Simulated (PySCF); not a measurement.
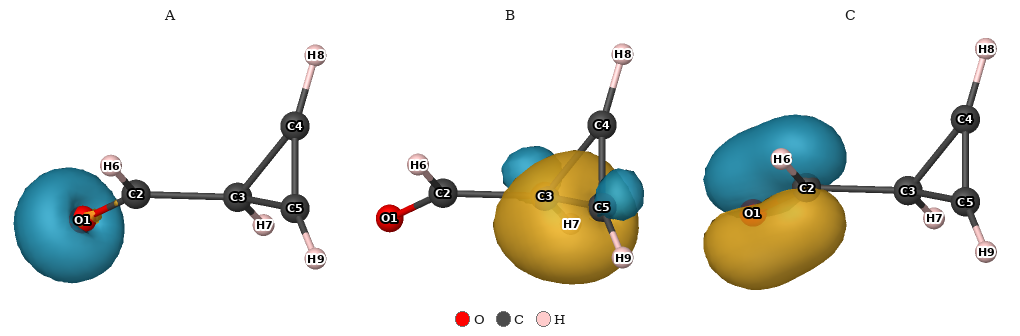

C4H4O, SMILES `O=CC1C=C1`. Pipek–Mezey orbitals, occupied; each surface holds about 80 % of the orbital's density. Energies are diagonal elements of the Fock matrix.

Level of theory: ωB97X/def2-SVP (PySCF), at a geometry from GFN2-xTB. No frequency check shows the geometry to be a minimum.

Input script:

```python
import numpy as np
from pyscf import gto, scf, dft, lo
from pyscf.data.elements import chemcore

def solve(mol, dm0=None, hcore=None):
    mf = (dft.UKS if mol.spin else dft.RKS)(mol, xc='wb97x')
    mf.grids.level = 3
    mf = mf.density_fit(auxbasis='def2-universal-jkfit')
    mf.conv_tol, mf.max_cycle = 1e-8, 80
    if hcore is not None:
        mf.get_hcore = lambda *args: hcore
    mf.kernel(dm0)
    if not mf.converged:
        mf = mf.newton().run(mf.mo_coeff, mf.mo_occ, max_cycle=30)
    assert mf.converged, 'SCF not converged'
    return mf

mol = gto.M(atom='''
O      2.10093    -0.00008    -0.08343
C      0.97677     0.00028     0.34454
C     -0.24288    -0.00030    -0.46980
C     -1.50249    -0.64476     0.08294
C     -1.50241     0.64490     0.08242
H      0.77604     0.00057     1.43805
H     -0.06859    -0.00102    -1.54229
H     -1.94452    -1.59117     0.26619
H     -1.94432     1.59151     0.26492
''', basis='def2-svp', charge=0, spin=0, verbose=4)
mf = solve(mol)
occ_all = mf.mo_coeff[:, mf.mo_occ > 0]
occ = occ_all[:, chemcore(mol):]
pm = lo.PM(mol, occ, pop_method='meta_lowdin')
loc = pm.kernel()
for _ in range(5):
    new, stable = pm.stability_jacobi(return_status=True)
    if stable:
        break
    loc = pm.kernel(new)
fock, s = mf.get_fock(), mf.get_ovlp()
ortho = lo.orth_ao(mol, 'meta_lowdin')
labels = mol.ao_labels(fmt=None)
vir = loc[:, :0]
both = np.hstack([loc, vir])
p = (ortho.T @ s @ both) ** 2
pop = np.array([p[[l[0] == a for l in labels]].sum(0) for a in range(mol.natm)])
spd = np.array([[p[[l[0] == a and l[2][-1] == k for l in labels]].sum(0) for k in 'spd'] for a in range(mol.natm)])
eps = np.einsum('pi,pq,qi->i', both, fock, both)
for i in np.argsort(eps):
    top = np.argsort(-pop[:, i])[:3]
    print('%3d %s %9.4f Eh ' % (i + 1, 'occ' if i < loc.shape[1] else 'vir', eps[i]), '  '.join('%s%d %.3f' % (mol.atom_symbol(a), a + 1, pop[a, i]) for a in top))
np.savez('result.npz', c=both, nocc=loc.shape[1], pop=pop, spd=spd, eps=eps, e=mf.e_tot)
```

Run with:

```sh
OMP_NUM_THREADS=1 python input.py
```

The run took 7.3 s on 1 thread of Intel(R) Xeon(R) Platinum 8488C (Sapphire Rapids), with other jobs on the host, peak memory 0.4 GiB.

**Name the orbitals, with their atomic make-up and energies.**

By panel:
- A: lone pair on O1 (sp0.7-type) (O1 99 %; −18.2 eV)
- B: σ bond C3–C5 (C3 49 %, C5 46 %; −16.9 eV)
- C: π bond O1–C2 (O1 65 %, C2 34 %; −13.3 eV)

**How do all the valence pairs divide up?**

13 pairs: 9 σ bonds, 2 lone pairs and 2 two-centre π bonds.
